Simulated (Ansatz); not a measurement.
Strength of the C–C bond: C4H3N → C3H3 + CN

Species: C4H3N `C#CCC#N`, singlet; C3H3 (propargyl radical) `[CH]=C=C`, doublet; CN, doublet. 

Shapes, held fixed at every level: PBE0-D4/def2-TZVP. Programs: Ansatz 0.2.0. The zero-point and thermal change to 298 K, harmonic and unscaled (PBE0-D4/def2-TZVP), is -18.6 kJ/mol.

```
               level                    kind  ΔH(298 K) (kJ/mol)  CPU time (sum over the molecules)
         HF/def2-SVP            Hartree–Fock              +330.3                                  –
       HF/def2-TZVPP            Hartree–Fock              +325.0                                  –
    SPW92/def2-TZVPP                     LDA              +493.9                              4.6 s
   PBE-D4/def2-TZVPP                     GGA              +428.1                              9.4 s
r2SCAN-D4/def2-TZVPP                meta-GGA              +409.8                               16 s
 BHLYP-D4/def2-TZVPP           global hybrid              +442.7                               10 s
  wB97X-V/def2-TZVPP  range-separated hybrid              +462.8                               28 s
   B2PLYP/def2-TZVPP           double hybrid              +439.0                               16 s
```

B2PLYP/def2-TZVPP gives ΔH(298 K) = +439.0 kJ/mol; the levels span +325.0 to +493.9. The median of the levels is +433.5. Hartree–Fock misses the correlation of the pair that is broken and comes out low. No measured value is set beside it here. Spin contamination: C3H3 (⟨S²⟩ up to 0.96), CN (⟨S²⟩ up to 1.11). Open shells run unrestricted unless RO is named. Times are processor times on shared x86 and Arm servers, and rough.

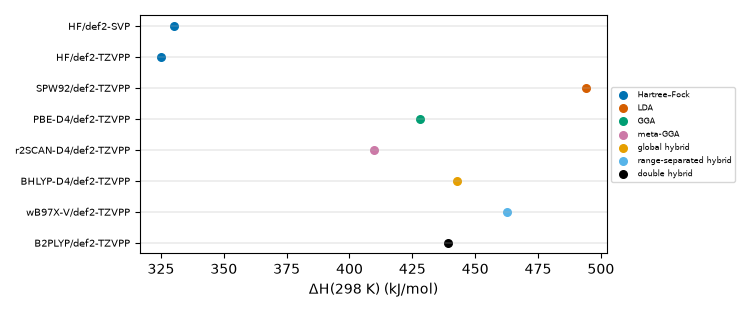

The values of the table, level by level.
